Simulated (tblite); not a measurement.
# Run report: C6H16N2Si, geometry relaxation (part 1 of 3)

The run: geometry relaxation of C6H16N2Si, SMILES CCN1CC[C@@H](C)N1[SiH3]. Method and program: GFN2-xTB geometry optimisation, gas phase (tblite 0.8.0).

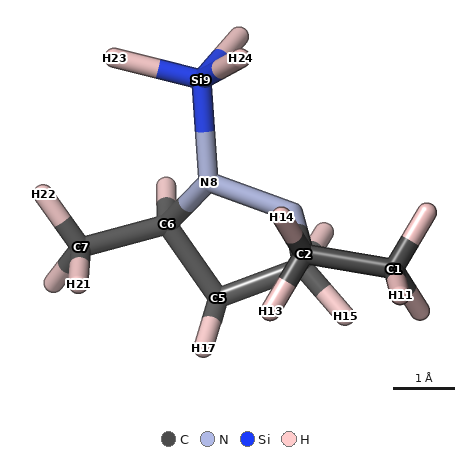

The starting structure (stick view, seen at a tilt; atoms are numbered from 1 in the order of the input). Bond lengths as drawn: C–C 1.52 to 1.54 Å, C–H 1.08 to 1.11 Å, C–N 1.46 to 1.49 Å, H–Si 1.47 to 1.49 Å, N–N 1.49 Å and N–Si 1.72 Å.

### Key numbers

```json
{"quantity": "outcome", "value": "converged"}
{"quantity": "total energy", "value": "−778.3171 eV"}
{"quantity": "hardware", "value": "1 CPU thread, shared host"}
{"quantity": "peak memory", "value": "0.18 GiB"}
```

### The input
```
{"job": {"kind": "relax", "xc": "GFN2-xTB", "basis": "xTB"}, "charge": 0, "multiplicity": 1}
C      3.001800    -0.923200     0.120200
C      1.628200    -0.492100     0.656300
N      0.813900     0.139500    -0.377000
C      0.223400    -0.838400    -1.310700
C     -1.125300    -1.181900    -0.705200
C     -1.583800     0.158900    -0.164200
C     -2.586600    -0.009100     0.966000
N     -0.333100     0.830300     0.286200
Si    -0.151500     2.538900     0.355200
H      2.904700    -1.707900    -0.629900
H      3.612300    -1.310800     0.932500
H      3.516100    -0.073000    -0.323300
H      1.119400    -1.354200     1.131500
H      1.832300     0.217800     1.473000
H      0.833700    -1.729400    -1.459900
H      0.090700    -0.368500    -2.269800
H     -1.019000    -1.926600     0.084900
H     -1.816200    -1.577300    -1.466100
H     -2.046100     0.727900    -0.975200
H     -3.454800    -0.574300     0.628900
H     -2.156100    -0.549100     1.820800
H     -2.942600     0.959000     1.338800
H     -1.275500     3.096000     1.165500
H      1.126500     2.874000     1.007800
H     -0.223500     3.097500    -1.019800
```

The first line tells a small driver script what to run in tblite; the rest is the geometry in Å.

Launched with:
```bash
OMP_NUM_THREADS=1 python <driver script> task.json out
```

### What the program printed
```
step      E/eV     max force
  0    -778.04834    1.660
  1    -778.11743    0.417
  2    -778.13848    0.362
  3    -778.16147    0.288
  4    -778.17636    0.254
  5    -778.18721    0.212
  6    -778.19494    0.181
  7    -778.20127    0.178
  8    -778.20633    0.188
  9    -778.21107    0.186
 10    -778.21525    0.193
 11    -778.21916    0.161
 12    -778.22320    0.166
 13    -778.22727    0.213
 14    -778.23062    0.172
 15    -778.23296    0.089
 16    -778.23469    0.101
 17    -778.23632    0.110
 18    -778.23795    0.128
 19    -778.23945    0.086
 20    -778.24089    0.084
 21    -778.24257    0.109
 22    -778.24466    0.152
 23    -778.24695    0.158
 24    -778.24918    0.101
 25    -778.25127    0.102
 26    -778.25330    0.096
 27    -778.25532    0.095
 28    -778.25718    0.097
 29    -778.25882    0.110
 30    -778.26038    0.092
 31    -778.26199    0.106
 32    -778.26350    0.099
 33    -778.26483    0.076
 34    -778.26607    0.087
 35    -778.26733    0.076
 36    -778.26867    0.088
 37    -778.26998    0.076
 38    -778.27120    0.083
 39    -778.27232    0.081
 40    -778.27331    0.068
 41    -778.27415    0.063
 42    -778.27489    0.067
 43    -778.27560    0.063
 44    -778.27635    0.077
 45    -778.27713    0.083
 46    -778.27791    0.077
 47    -778.27877    0.071
 48    -778.27975    0.061
 49    -778.28071    0.058
 50    -778.28150    0.055
 51    -778.28216    0.053
 52    -778.28287    0.051
 53    -778.28367    0.057
 54    -778.28448    0.060
 55    -778.28525    0.063
 56    -778.28607    0.062
 57    -778.28707    0.070
 58    -778.28826    0.070
 59    -778.28941    0.074
 60    -778.29038    0.090
 61    -778.29131    0.069
 62    -778.29261    0.095
 63    -778.29458    0.095
 64    -778.29711    0.111
 65    -778.29858    0.097
 66    -778.30018    0.095
 67    -778.30164    0.083
 68    -778.30325    0.083
 69    -778.30459    0.061
 70    -778.30549    0.050
 71    -778.30603    0.047
 72    -778.30639    0.053
 73    -778.30683    0.044
 74    -778.30727    0.043
 75    -778.30790    0.047
 76    -778.30829    0.043
 77    -778.30886    0.039
 78    -778.30928    0.040
 79    -778.30967    0.044
 80    -778.31006    0.043
 81    -778.31047    0.043
 82    -778.31084    0.040
 83    -778.31120    0.045
 84    -778.31160    0.049
 85    -778.31203    0.044
 86    -778.31240    0.036
 87    -778.31265    0.035
 88    -778.31284    0.032
 89    -778.31308    0.034
 90    -778.31338    0.035
 91    -778.31367    0.031
 92    -778.31394    0.033
 93    -778.31424    0.037
 94    -778.31463    0.039
 95    -778.31507    0.043
 96    -778.31544    0.035
 97    -778.31571    0.029
 98    -778.31595    0.027
 99    -778.31620    0.035
100    -778.31641    0.031
101    -778.31656    0.025
102    -778.31668    0.021
103    -778.31679    0.023
104    -778.31688    0.017
105    -778.31695    0.018
106    -778.31701    0.016
107    -778.31706    0.013
108    -778.31709    0.010
```

### Trajectory as extended XYZ (Å, eV, eV/Å), 20 of the 109 frames kept, from step=0 to step=108
```
25
Properties=species:S:1:pos:R:3:forces:R:3 step=0 energy=-778.04834
C     3.0018   -0.9232    0.1202   -0.2490  -0.0490  -0.1020
C     1.6282   -0.4921    0.6563    0.4020  -0.1790   0.3720
N     0.8139    0.1395   -0.3770   -0.3420   0.0670   0.5200
C     0.2234   -0.8384   -1.3107    0.1950   0.1380   0.7130
C    -1.1253   -1.1819   -0.7052   -0.3620  -0.3940  -0.5560
C    -1.5838    0.1589   -0.1642    0.3570   0.2790   0.7290
C    -2.5866   -0.0091    0.9660   -0.1710   0.2050   0.6200
N    -0.3331    0.8303    0.2862    0.0540  -1.3500  -0.9650
Si   -0.1515    2.5389    0.3552   -0.1950   0.5020  -0.0900
H     2.9047   -1.7079   -0.6299    0.0330   0.0950   0.0110
H     3.6123   -1.3108    0.9325   -0.0600   0.0210   0.0300
H     3.5161   -0.0730   -0.3233   -0.0980  -0.0440  -0.0100
H     1.1194   -1.3542    1.1315    0.0640   0.0530  -0.1990
H     1.8323    0.2178    1.4730   -0.3460   0.1180  -0.3730
H     0.8337   -1.7294   -1.4599    0.2150   0.1700   0.2030
H     0.0907   -0.3685   -2.2698   -0.0340   0.4120  -0.4560
H    -1.0190   -1.9266    0.0849   -0.0080   0.0890   0.0710
H    -1.8162   -1.5773   -1.4661    0.1480   0.0950   0.2950
H    -2.0461    0.7279   -0.9752   -0.0630   0.1380  -0.0740
H    -3.4548   -0.5743    0.6289    0.0690   0.0340  -0.1190
H    -2.1561   -0.5491    1.8208    0.0420   0.1820  -0.3290
H    -2.9426    0.9590    1.3388    0.1730  -0.1950  -0.1640
H    -1.2755    3.0960    1.1655    0.3010  -0.2810  -0.2540
H     1.1265    2.8740    1.0078   -0.1950  -0.1880  -0.1550
H    -0.2235    3.0975   -1.0198    0.0690   0.0830   0.2790
25
Properties=species:S:1:pos:R:3:forces:R:3 step=6 energy=-778.19494
C     2.9918   -0.9258    0.1206   -0.0550   0.0320   0.0220
C     1.6318   -0.5079    0.6755   -0.0490  -0.0010  -0.0190
N     0.8068    0.1156   -0.3526   -0.0710   0.1080  -0.0380
C     0.2293   -0.8252   -1.2981    0.0110  -0.0570   0.0300
C    -1.1357   -1.1909   -0.7169   -0.0100  -0.0660  -0.0560
C    -1.5809    0.1526   -0.1486    0.0490   0.0410   0.0080
C    -2.5823    0.0029    0.9879    0.0410   0.0040   0.0400
N    -0.3271    0.7996    0.2373   -0.0020  -0.1080   0.0940
Si   -0.1626    2.5095    0.3286   -0.0060   0.1630  -0.0440
H     2.9021   -1.7024   -0.6366   -0.0300   0.0170   0.0470
H     3.6044   -1.3093    0.9326    0.0240  -0.0060  -0.0040
H     3.4951   -0.0741   -0.3277   -0.0350   0.0370   0.0070
H     1.1309   -1.3778    1.1283    0.0360  -0.0070   0.0900
H     1.7826    0.2549    1.4444   -0.0550  -0.0930   0.0060
H     0.8760   -1.6887   -1.4227    0.0610  -0.0520  -0.0840
H     0.1054   -0.3233   -2.2631    0.0240   0.0280   0.0080
H    -1.0253   -1.9191    0.0891    0.0070  -0.0180  -0.0240
H    -1.8275   -1.5819   -1.4597    0.0190  -0.0090   0.0060
H    -2.0536    0.7340   -0.9501   -0.1070   0.0390  -0.0880
H    -3.4386   -0.5610    0.6176    0.0210   0.0370   0.0780
H    -2.1352   -0.5388    1.8189   -0.0110   0.0560   0.0120
H    -2.9298    0.9728    1.3385    0.0920  -0.0560  -0.0100
H    -1.2551    3.0465    1.1384   -0.1100  -0.1130   0.0150
H     1.0983    2.8303    0.9799    0.1390  -0.1150   0.0140
H    -0.2118    3.1317   -0.9949    0.0160   0.1390  -0.1070
25
Properties=species:S:1:pos:R:3:forces:R:3 step=11 energy=-778.21916
C     2.9805   -0.9183    0.1269    0.0210   0.0020   0.0050
C     1.6197   -0.5139    0.6805   -0.0310   0.0240   0.0630
N     0.7985    0.1125   -0.3459    0.0550  -0.0250  -0.0430
C     0.2353   -0.8280   -1.2993   -0.0340   0.0140  -0.0360
C    -1.1348   -1.1963   -0.7257    0.0240   0.0400   0.0040
C    -1.5807    0.1533   -0.1542   -0.0210  -0.0430  -0.0460
C    -2.5670    0.0061    0.9949    0.0080   0.0070  -0.0160
N    -0.3308    0.8005    0.2392   -0.0230   0.0870  -0.1310
Si   -0.1623    2.5198    0.3067    0.0520  -0.0580   0.0030
H     2.8906   -1.6960   -0.6269   -0.0210  -0.0130  -0.0220
H     3.6035   -1.3048    0.9293    0.0090   0.0360   0.0350
H     3.4736   -0.0635   -0.3253   -0.0120   0.0440   0.0040
H     1.1392   -1.3866    1.1470   -0.0810  -0.0560  -0.0010
H     1.7502    0.2479    1.4466    0.0600   0.0360   0.1450
H     0.9014   -1.6806   -1.4334   -0.1020   0.0350  -0.0370
H     0.1170   -0.3068   -2.2563   -0.0100  -0.0500  -0.0090
H    -1.0261   -1.9233    0.0824    0.0120   0.0050  -0.0320
H    -1.8301   -1.5895   -1.4638    0.0420   0.0180  -0.0230
H    -2.0747    0.7358   -0.9518    0.0610  -0.0700   0.0390
H    -3.4310   -0.5490    0.6380   -0.0510  -0.0320   0.0560
H    -2.1214   -0.5249    1.8300    0.0690  -0.0310   0.0230
H    -2.8996    0.9778    1.3412    0.0140   0.0860   0.0320
H    -1.2793    2.9925    1.1293    0.0000  -0.0190  -0.0360
H     1.1195    2.7752    0.9658   -0.0470  -0.0420  -0.0630
H    -0.2022    3.1844   -1.0088    0.0080   0.0060   0.0870
25
Properties=species:S:1:pos:R:3:forces:R:3 step=17 energy=-778.23632
C     2.9682   -0.9085    0.1407    0.0060  -0.0010   0.0160
C     1.6033   -0.5157    0.7017    0.0340  -0.0340  -0.0310
N     0.8024    0.1107   -0.3483   -0.0140  -0.0860   0.0670
C     0.2367   -0.8254   -1.3066    0.0370   0.0030  -0.0140
C    -1.1313   -1.1985   -0.7347    0.0050   0.0010  -0.0050
C    -1.5835    0.1455   -0.1629   -0.0170  -0.0020  -0.0230
C    -2.5510    0.0119    1.0068    0.0320  -0.0030  -0.0040
N    -0.3328    0.8090    0.1975   -0.0080   0.0210   0.0120
Si   -0.1590    2.5174    0.2917    0.0010  -0.0110   0.0110
H     2.8755   -1.6854   -0.6162    0.0090   0.0210   0.0400
H     3.6065   -1.2859    0.9366   -0.0250   0.0260   0.0050
H     3.4460   -0.0457   -0.3174   -0.0420  -0.0080   0.0350
H     1.1202   -1.3983    1.1566   -0.0250   0.0680  -0.0640
H     1.7397    0.2358    1.4850   -0.0650  -0.0440  -0.0720
H     0.8913   -1.6799   -1.4575    0.0130  -0.0420   0.0070
H     0.1180   -0.3023   -2.2612   -0.0210   0.0200  -0.0080
H    -1.0196   -1.9291    0.0680   -0.0010  -0.0230  -0.0040
H    -1.8177   -1.5894   -1.4803   -0.0090  -0.0190  -0.0290
H    -2.0852    0.7188   -0.9575   -0.0290  -0.0220  -0.0110
H    -3.4317   -0.5412    0.6833    0.0260   0.0180   0.0210
H    -2.0892   -0.5168    1.8364    0.0520   0.0080   0.0020
H    -2.8640    0.9939    1.3501    0.0240  -0.0070   0.0170
H    -1.2950    2.9477    1.1084    0.0170   0.0590   0.0130
H     1.1327    2.7217    0.9388    0.0000   0.0380   0.0100
H    -0.1913    3.2336   -0.9926   -0.0010   0.0170   0.0070
25
Properties=species:S:1:pos:R:3:forces:R:3 step=23 energy=-778.24695
C     2.9597   -0.9019    0.1601   -0.0720   0.0180   0.0250
C     1.5842   -0.5299    0.7031   -0.0770   0.0200   0.0100
N     0.7984    0.0941   -0.3532    0.0170   0.1290  -0.0890
C     0.2390   -0.8343   -1.3184   -0.0230   0.0160   0.0100
C    -1.1305   -1.2083   -0.7512   -0.0490  -0.0200   0.0100
C    -1.5870    0.1354   -0.1787    0.0110   0.0190   0.0460
C    -2.5201    0.0151    1.0195    0.0020  -0.0100   0.0320
N    -0.3368    0.8102    0.1666    0.0220  -0.0200  -0.0450
Si   -0.1556    2.5157    0.2865   -0.0330   0.0250  -0.0030
H     2.8776   -1.6803   -0.5949    0.0710   0.0020   0.0200
H     3.6017   -1.2594    0.9613   -0.0250   0.0040  -0.0030
H     3.4099   -0.0235   -0.2952    0.0230  -0.0370   0.0040
H     1.0815   -1.4063    1.1377    0.0410  -0.0900   0.0310
H     1.6962    0.2198    1.4877   -0.0230   0.0070   0.0280
H     0.8870   -1.6947   -1.4730    0.0190   0.0370  -0.0200
H     0.1141   -0.2933   -2.2619    0.0270  -0.0450  -0.0550
H    -1.0182   -1.9433    0.0471   -0.0240  -0.0220   0.0100
H    -1.8084   -1.5994   -1.5050   -0.0330  -0.0090   0.0020
H    -2.1098    0.6940   -0.9687    0.0000   0.0390  -0.0060
H    -3.4170   -0.5310    0.7316    0.0360  -0.0230   0.0290
H    -2.0269   -0.5062    1.8375   -0.0100   0.0020  -0.0310
H    -2.8165    1.0020    1.3684    0.0520  -0.0410  -0.0200
H    -1.2884    2.9603    1.1033    0.0380   0.0030   0.0190
H     1.1392    2.7131    0.9283    0.0100   0.0120   0.0340
H    -0.1843    3.2762   -0.9720   -0.0010  -0.0170  -0.0380
25
Properties=species:S:1:pos:R:3:forces:R:3 step=28 energy=-778.25718
C     2.9387   -0.8922    0.1842    0.0690  -0.0010  -0.0010
C     1.5485   -0.5398    0.7008    0.0370   0.0030  -0.0280
N     0.7935    0.0972   -0.3744   -0.0290  -0.0660   0.0100
C     0.2345   -0.8380   -1.3343   -0.0030  -0.0220  -0.0440
C    -1.1372   -1.2179   -0.7655    0.0450   0.0290  -0.0250
C    -1.5893    0.1291   -0.1895    0.0030   0.0000  -0.0360
C    -2.4852    0.0123    1.0349    0.0300  -0.0050  -0.0070
N    -0.3397    0.8216    0.1237   -0.0170   0.0240  -0.0150
Si   -0.1530    2.5242    0.2804    0.0270  -0.0020  -0.0290
H     2.9040   -1.6785   -0.5659   -0.0510  -0.0060   0.0000
H     3.5807   -1.2311    0.9916   -0.0250   0.0000   0.0940
H     3.3835   -0.0123   -0.2702    0.0210   0.0340  -0.0110
H     1.0558   -1.4339    1.1177   -0.0090   0.0440  -0.0460
H     1.6363    0.2050    1.4945   -0.0180  -0.0360   0.0170
H     0.8898   -1.6923   -1.4912    0.0180   0.0020   0.0340
H     0.1159   -0.3069   -2.2846   -0.0380  -0.0110  -0.0180
H    -1.0294   -1.9624    0.0272    0.0030   0.0560  -0.0140
H    -1.8126   -1.6113   -1.5231   -0.0080   0.0620   0.0360
H    -2.1304    0.6811   -0.9731   -0.0180   0.0170   0.0310
H    -3.3918   -0.5346    0.7852    0.0120  -0.0070   0.0150
H    -1.9622   -0.5019    1.8360    0.0120  -0.0460   0.0290
H    -2.7550    1.0037    1.3848   -0.0370   0.0130   0.0210
H    -1.2681    2.9827    1.1128    0.0040  -0.0330   0.0140
H     1.1415    2.7160    0.9325   -0.0300  -0.0170  -0.0080
H    -0.1797    3.3041   -0.9679    0.0010  -0.0320  -0.0210
25
Properties=species:S:1:pos:R:3:forces:R:3 step=34 energy=-778.26607
C     2.9339   -0.8793    0.2119   -0.0480   0.0050   0.0250
C     1.5234   -0.5461    0.6890   -0.0080   0.0040  -0.0080
N     0.7893    0.0947   -0.4013    0.0150  -0.0130   0.0250
C     0.2319   -0.8455   -1.3588    0.0110   0.0320   0.0100
C    -1.1403   -1.2136   -0.7855   -0.0080   0.0080   0.0120
C    -1.5901    0.1304   -0.2005   -0.0020   0.0060   0.0020
C    -2.4441    0.0062    1.0546   -0.0040  -0.0080  -0.0070
N    -0.3401    0.8335    0.0743    0.0110   0.0230   0.0200
Si   -0.1479    2.5298    0.2634    0.0220  -0.0050  -0.0010
H     2.9141   -1.6754   -0.5309    0.0420   0.0330   0.0530
H     3.5471   -1.2006    1.0518   -0.0100   0.0200  -0.0620
H     3.3741    0.0046   -0.2454    0.0160  -0.0600   0.0610
H     1.0289   -1.4516    1.0777   -0.0030   0.0210  -0.0590
H     1.5736    0.1785    1.5046   -0.0010   0.0200  -0.0470
H     0.8998   -1.6939   -1.4985   -0.0630  -0.0150  -0.0100
H     0.1060   -0.3260   -2.3146    0.0330   0.0050   0.0020
H    -1.0344   -1.9564    0.0061    0.0020  -0.0150   0.0230
H    -1.8283   -1.5969   -1.5339   -0.0100   0.0060  -0.0330
H    -2.1622    0.6792   -0.9643   -0.0030   0.0080   0.0360
H    -3.3585   -0.5421    0.8409   -0.0020  -0.0220  -0.0300
H    -1.8973   -0.5115    1.8389    0.0260   0.0110   0.0010
H    -2.7079    0.9982    1.4092   -0.0070  -0.0130   0.0490
H    -1.2454    2.9821    1.1236   -0.0210  -0.0300  -0.0290
H     1.1380    2.7089    0.9336    0.0160  -0.0080  -0.0310
H    -0.1745    3.3168   -0.9797   -0.0010  -0.0120  -0.0040
25
Properties=species:S:1:pos:R:3:forces:R:3 step=40 energy=-778.27331
C     2.9199   -0.8655    0.2505    0.0300  -0.0040  -0.0020
C     1.4912   -0.5496    0.6740    0.0160  -0.0090   0.0010
N     0.7847    0.0955   -0.4289    0.0350   0.0420  -0.0350
C     0.2250   -0.8468   -1.3814   -0.0060   0.0090   0.0090
C    -1.1485   -1.2048   -0.8042   -0.0490   0.0200   0.0040
C    -1.5913    0.1355   -0.2040   -0.0070   0.0210   0.0370
C    -2.4008   -0.0037    1.0793   -0.0050  -0.0070   0.0330
N    -0.3398    0.8471    0.0308    0.0230  -0.0280   0.0010
Si   -0.1362    2.5356    0.2435   -0.0230  -0.0060   0.0080
H     2.9407   -1.6692   -0.4807    0.0170  -0.0130  -0.0230
H     3.5137   -1.1665    1.1086   -0.0110  -0.0340   0.0440
H     3.3731    0.0144   -0.1954   -0.0060   0.0390  -0.0080
H     0.9906   -1.4677    1.0152   -0.0010  -0.0070   0.0680
H     1.5036    0.1649    1.4986   -0.0090  -0.0030   0.0050
H     0.8795   -1.7065   -1.5107    0.0010  -0.0110  -0.0060
H     0.1126   -0.3368   -2.3429   -0.0100   0.0180  -0.0030
H    -1.0423   -1.9527   -0.0158   -0.0250  -0.0080  -0.0330
H    -1.8410   -1.5759   -1.5546   -0.0140  -0.0180  -0.0120
H    -2.1972    0.6840   -0.9390    0.0110   0.0220  -0.0160
H    -3.3166   -0.5594    0.8879    0.0250  -0.0190   0.0160
H    -1.8170   -0.5174    1.8397   -0.0130  -0.0280  -0.0040
H    -2.6621    0.9808    1.4591   -0.0040  -0.0270  -0.0140
H    -1.2345    2.9634    1.1149   -0.0150   0.0140  -0.0310
H     1.1501    2.6965    0.9155    0.0340   0.0180  -0.0290
H    -0.1683    3.3288   -0.9937    0.0070   0.0200  -0.0080
25
Properties=species:S:1:pos:R:3:forces:R:3 step=45 energy=-778.27713
C     2.9233   -0.8636    0.2650   -0.0230  -0.0030   0.0080
C     1.4866   -0.5516    0.6673   -0.0160  -0.0010   0.0210
N     0.7886    0.0973   -0.4413   -0.0500  -0.0540   0.0390
C     0.2185   -0.8435   -1.3895   -0.0120  -0.0290  -0.0120
C    -1.1595   -1.1949   -0.8119    0.0320  -0.0180  -0.0310
C    -1.5912    0.1430   -0.1983    0.0170  -0.0240  -0.0230
C    -2.3868   -0.0126    1.0931    0.0140  -0.0170  -0.0290
N    -0.3335    0.8497    0.0239   -0.0210   0.0100   0.0070
Si   -0.1318    2.5380    0.2359    0.0130   0.0140  -0.0270
H     2.9607   -1.6666   -0.4679   -0.0030   0.0190  -0.0010
H     3.4975   -1.1674    1.1370    0.0000   0.0060  -0.0170
H     3.3757    0.0221   -0.1732    0.0110  -0.0150   0.0320
H     0.9809   -1.4675    1.0100    0.0170  -0.0090   0.0030
H     1.4812    0.1623    1.4927    0.0410   0.0100   0.0060
H     0.8628   -1.7122   -1.5151    0.0170   0.0140  -0.0140
H     0.1129   -0.3342   -2.3529   -0.0250  -0.0040   0.0170
H    -1.0568   -1.9528   -0.0323   -0.0070   0.0140  -0.0090
H    -1.8509   -1.5667   -1.5644   -0.0120   0.0550  -0.0040
H    -2.2020    0.6986   -0.9258    0.0130   0.0010   0.0390
H    -3.2961   -0.5784    0.9032   -0.0080  -0.0100   0.0080
H    -1.7941   -0.5323    1.8423    0.0050   0.0080   0.0010
H    -2.6563    0.9656    1.4808    0.0010  -0.0160   0.0160
H    -1.2410    2.9587    1.0969    0.0130   0.0210  -0.0120
H     1.1648    2.7000    0.8921   -0.0190   0.0180  -0.0170
H    -0.1644    3.3334   -1.0015    0.0010   0.0100   0.0000
```
